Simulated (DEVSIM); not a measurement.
Device: Si p-i-n diode, at 250 K.

```
layer (left to right)  material  thickness (μm)  Nd (cm⁻³)  Na (cm⁻³)  τn (s)  τp (s)
---------------------  --------  --------------  ---------  ---------  ------  ------
1                            Si           0.280          -     4.1e17  7.5e-6  7.5e-6
2                            Si           0.480     3.6e11          -  7.5e-6  7.5e-6
3                            Si            2.00     2.9e17          -  7.5e-6  7.5e-6
```

Left contact: ohmic. Right contact: ohmic. Voltage is applied to the left contact. Recombination: SRH at mid-gap, Auger. Mobility is μmin + (μ − μmin)/(1 + (N/Nref)^α).

Constants are typed, rounded textbook-type inputs, not results; the design itself was drawn at random and stands for no fabricated device. Values at 300 K; Nc and Nv go as T^1.5, mobilities as T to minus their exponent, the gap by Varshni's rule with the affinity fixed.

```csv
parameter,Si
gap (eV),1.124
affinity (eV),4.05
permittivity,11.7
Nc (cm⁻³),2.86e19
Nv (cm⁻³),3.1e19
μn (cm²/Vs),1417
μp (cm²/Vs),470
"μn,min",52
"μp,min",45
"Nref,n",9.7e16
"Nref,p",2.2e17
αn,0.68
αp,0.72
T exponent of μn,2.3
T exponent of μp,2.2
Cn (cm⁶/s),2.8e-31
Cp (cm⁶/s),9.9e-32
Varshni α (eV/K),0.000473
Varshni β (K),636
```

Simulated with DEVSIM: 1D drift-diffusion, Boltzmann statistics, complete ionisation; no tunnelling, impact ionisation, image-force lowering or self-heating.

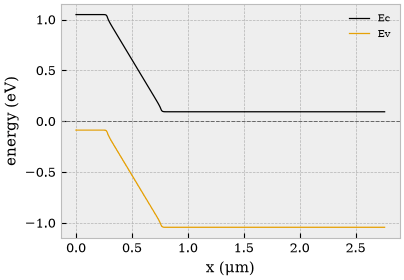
Figure. Band edges at zero bias

Energies count from the Fermi level of the right contact; mesh points crowd at the junctions.

```json
[
 {"x (μm)": "0.000", "Ec (eV)": "1.049", "Ev (eV)": "-0.087", "n (cm⁻³)": "< 1e2", "p (cm⁻³)": "4.1e17", "field (V/cm)": "≈ 0"},
 {"x (μm)": "0.02433", "Ec (eV)": "1.049", "Ev (eV)": "-0.087", "n (cm⁻³)": "< 1e2", "p (cm⁻³)": "4.1e17", "field (V/cm)": "≈ 0"},
 {"x (μm)": "0.07227", "Ec (eV)": "1.049", "Ev (eV)": "-0.087", "n (cm⁻³)": "< 1e2", "p (cm⁻³)": "4.1e17", "field (V/cm)": "≈ 0"},
 {"x (μm)": "0.1510", "Ec (eV)": "1.049", "Ev (eV)": "-0.087", "n (cm⁻³)": "< 1e2", "p (cm⁻³)": "4.1e17", "field (V/cm)": "≈ 0"},
 {"x (μm)": "0.2387", "Ec (eV)": "1.049", "Ev (eV)": "-0.087", "n (cm⁻³)": "< 1e2", "p (cm⁻³)": "4.1e17", "field (V/cm)": "-44"},
 {"x (μm)": "0.2707", "Ec (eV)": "1.043", "Ev (eV)": "-0.093", "n (cm⁻³)": "< 1e2", "p (cm⁻³)": "3.1e17", "field (V/cm)": "-9500"},
 {"x (μm)": "0.2919", "Ec (eV)": "0.992", "Ev (eV)": "-0.144", "n (cm⁻³)": "< 1e2", "p (cm⁻³)": "2.9e16", "field (V/cm)": "-23000"},
 {"x (μm)": "0.3463", "Ec (eV)": "0.887", "Ev (eV)": "-0.249", "n (cm⁻³)": "< 1e2", "p (cm⁻³)": "2.2e14", "field (V/cm)": "-18000"},
 {"x (μm)": "0.4333", "Ec (eV)": "0.728", "Ev (eV)": "-0.408", "n (cm⁻³)": "46000", "p (cm⁻³)": "1.4e11", "field (V/cm)": "-18000"},
 {"x (μm)": "0.5878", "Ec (eV)": "0.445", "Ev (eV)": "-0.691", "n (cm⁻³)": "2.3e10", "p (cm⁻³)": "280000", "field (V/cm)": "-18000"},
 {"x (μm)": "0.6839", "Ec (eV)": "0.269", "Ev (eV)": "-0.867", "n (cm⁻³)": "8.1e13", "p (cm⁻³)": "< 1e2", "field (V/cm)": "-18000"},
 {"x (μm)": "0.7441", "Ec (eV)": "0.156", "Ev (eV)": "-0.980", "n (cm⁻³)": "1.5e16", "p (cm⁻³)": "< 1e2", "field (V/cm)": "-21000"},
 {"x (μm)": "0.7654", "Ec (eV)": "0.105", "Ev (eV)": "-1.031", "n (cm⁻³)": "1.7e17", "p (cm⁻³)": "< 1e2", "field (V/cm)": "-16000"},
 {"x (μm)": "0.7994", "Ec (eV)": "0.093", "Ev (eV)": "-1.043", "n (cm⁻³)": "2.9e17", "p (cm⁻³)": "< 1e2", "field (V/cm)": "-150"},
 {"x (μm)": "0.9019", "Ec (eV)": "0.093", "Ev (eV)": "-1.043", "n (cm⁻³)": "2.9e17", "p (cm⁻³)": "< 1e2", "field (V/cm)": "≈ 0"},
 {"x (μm)": "1.076", "Ec (eV)": "0.093", "Ev (eV)": "-1.043", "n (cm⁻³)": "2.9e17", "p (cm⁻³)": "< 1e2", "field (V/cm)": "≈ 0"},
 {"x (μm)": "1.462", "Ec (eV)": "0.093", "Ev (eV)": "-1.043", "n (cm⁻³)": "2.9e17", "p (cm⁻³)": "< 1e2", "field (V/cm)": "≈ 0"},
 {"x (μm)": "2.069", "Ec (eV)": "0.093", "Ev (eV)": "-1.043", "n (cm⁻³)": "2.9e17", "p (cm⁻³)": "< 1e2", "field (V/cm)": "≈ 0"},
 {"x (μm)": "2.509", "Ec (eV)": "0.093", "Ev (eV)": "-1.043", "n (cm⁻³)": "2.9e17", "p (cm⁻³)": "< 1e2", "field (V/cm)": "≈ 0"},
 {"x (μm)": "2.650", "Ec (eV)": "0.093", "Ev (eV)": "-1.043", "n (cm⁻³)": "2.9e17", "p (cm⁻³)": "< 1e2", "field (V/cm)": "≈ 0"},
 {"x (μm)": "2.721", "Ec (eV)": "0.093", "Ev (eV)": "-1.043", "n (cm⁻³)": "2.9e17", "p (cm⁻³)": "< 1e2", "field (V/cm)": "≈ 0"},
 {"x (μm)": "2.760", "Ec (eV)": "0.093", "Ev (eV)": "-1.043", "n (cm⁻³)": "2.9e17", "p (cm⁻³)": "< 1e2", "field (V/cm)": "≈ 0"}
]
```
